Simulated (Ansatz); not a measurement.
# CH3NO (formaldoxime) at PBE/def2-TZVP

What is the vertical singlet–triplet gap of CH3NO (formaldoxime) at PBE/def2-TZVP? 

Program for the calculation: Ansatz 0.2.0.

57 further runs of the same task are left out: 57 set aside as unsound or not needed.

## (1) Starting point

CH3NO: 6 atoms, total charge 0, spin state singlet. SMILES: `C=NO`. The shape is that of a PBE0-D4/def2-TZVP optimisation. This is one conformer, not always the lowest.

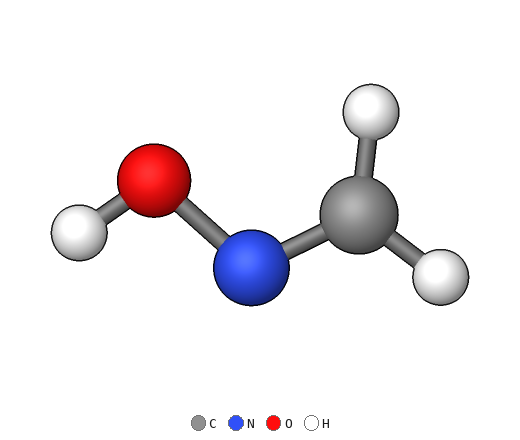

Viewed from a chosen angle; carbon grey, nitrogen blue, oxygen red, hydrogen white.

## (2) The energy at PBE/def2-TZVP

Input file molecule.yaml:

```yaml
crystal:
  periodic: [false, false, false]
  atoms:
    - symbol: C
      position_ang: [-0.641460, 0.275060, -0.529500]
    - symbol: "N"
      position_ang: [-0.060370, -0.588400, 0.185960]
    - symbol: O
      position_ang: [1.092090, -0.094130, 0.757850]
    - symbol: H
      position_ang: [-1.557810, -0.036720, -1.015390]
    - symbol: H
      position_ang: [-0.256650, 1.285210, -0.662960]
    - symbol: H
      position_ang: [1.424190, -0.841030, 1.264030]
basis:
  gaussian: {orbitals: def2-TZVP}
hamiltonian: {xc: pbe}
accuracy: high
output: {orbitals: {seedname: orbitals}}
```

On the command line:

```sh
ansatz run molecule.yaml --threads 1 --pin off --max-ram 3480MiB --events-out events.jsonl --progress --plain --runs-dir runs
```

Log:

```text
Warning: RAYON_NUM_THREADS=1 ignored (pool sized by the plan → 1); use --threads N
Functional definition: PBE
  name "PBE"
  parameter kappa = 0.804
  parameter beta = 0.06672455060314922
  exchange = pbe_x(kappa = kappa, mu = beta*pi^2/3)
  correlation = pbe_c(beta = beta)
2014 factors; integrals over basis functions are off by at most 3.9e-9 eV
mean field evaluation 1: about -4611.7455 eV, gradient 5.4e1 eV
mean field evaluation 2: about -4606.1077 eV, gradient 7.4e1 eV
mean field evaluation 4: about -4617.4928 eV, gradient 9.0e0 eV
mean field evaluation 8: about -4617.6628 eV, gradient 1.3e-1 eV
mean field evaluation 16: about -4617.6629 eV, gradient 5.9e-6 eV
mean field -4617.66287011 eV, -169.6959805121 hartree, gradient 4.2e-8 eV, S^2 0.000000; 0 other end points of the search recorded, 0 dependent functions left out
reference -4617.66287297 eV, -169.6959806172 hartree; 12, 12 occupied and 99, 99 virtual orbitals, 2014 factors
Total energy: -4617.66287297 eV, -169.6959806172 hartree
```

Run time: 5.1 s. Hardware: 1 thread of Arm Neoverse V1, shared host; peak memory 0.26 GiB.

## (3) The triplet, same level

Input file input.yaml:

```yaml
crystal:
  periodic: [false, false, false]
  atoms:
    - {symbol: C, position_ang: [-0.641460, 0.275060, -0.529500]}
    - {symbol: N, position_ang: [-0.060370, -0.588400, 0.185960]}
    - {symbol: O, position_ang: [1.092090, -0.094130, 0.757850]}
    - {symbol: H, position_ang: [-1.557810, -0.036720, -1.015390]}
    - {symbol: H, position_ang: [-0.256650, 1.285210, -0.662960]}
    - {symbol: H, position_ang: [1.424190, -0.841030, 1.264030]}
basis:
  gaussian: {orbitals: def2-TZVP}
total_charge: 0
magnetization: {spin_polarized: true, initial_magnetization: 2}
hamiltonian: {xc: pbe}
accuracy: high
output: {orbitals: {seedname: orbitals}}
```

On the command line:

```sh
ansatz run input.yaml --threads 1 --pin off --max-ram 3480MiB --events-out events.jsonl --progress --plain --runs-dir runs
```

Log, cut to the lines that bear on the results:

```text
Warning: RAYON_NUM_THREADS=1 ignored (pool sized by the plan → 1); use --threads N
[... 6 set-up lines as earlier in the session ...]
2014 factors; integrals over basis functions are off by at most 3.9e-9 eV
mean field evaluation 1: about -4605.0753 eV, gradient 4.2e1 eV
mean field evaluation 2: about -4568.7505 eV, gradient 8.7e1 eV
mean field evaluation 4: about -4612.8629 eV, gradient 1.1e1 eV
mean field evaluation 8: about -4613.2905 eV, gradient 4.9e-1 eV
mean field evaluation 16: about -4613.2914 eV, gradient 5.5e-5 eV
mean field evaluation 32: about -4613.2695 eV, gradient 1.6e0 eV
mean field -4613.29139494 eV, -169.5353317630 hartree, gradient 2.6e-8 eV, S^2 2.005894; 4 other end points of the search recorded, 0 dependent functions left out
reference -4613.29139795 eV, -169.5353318733 hartree; 13, 11 occupied and 98, 100 virtual orbitals, 2014 factors
Total energy: -4613.29139795 eV, -169.5353318733 hartree
```

Wall time 11 s (1 thread of Arm Neoverse V1, shared host); peak memory 0.3 GiB.

## (4) Summary of results

Level: PBE/def2-TZVP.

| quantity | value |
| --- | --- |
| singlet: total energy | -169.69598 Eh |
| singlet: HOMO energy | -6.41 eV |
| singlet: LUMO energy | -1.31 eV |
| singlet: HOMO–LUMO gap | 5.11 eV |
| triplet: total energy | -169.53533 Eh |
| triplet: HOMO energy (highest over α and β) | -2.26 eV |
| triplet: ⟨S²⟩ | 2.006 |
| vertical energy of the triplet above the singlet | 4.371 eV |

In words: At this shape the triplet lies 4.37 eV (422 kJ/mol) above the singlet.
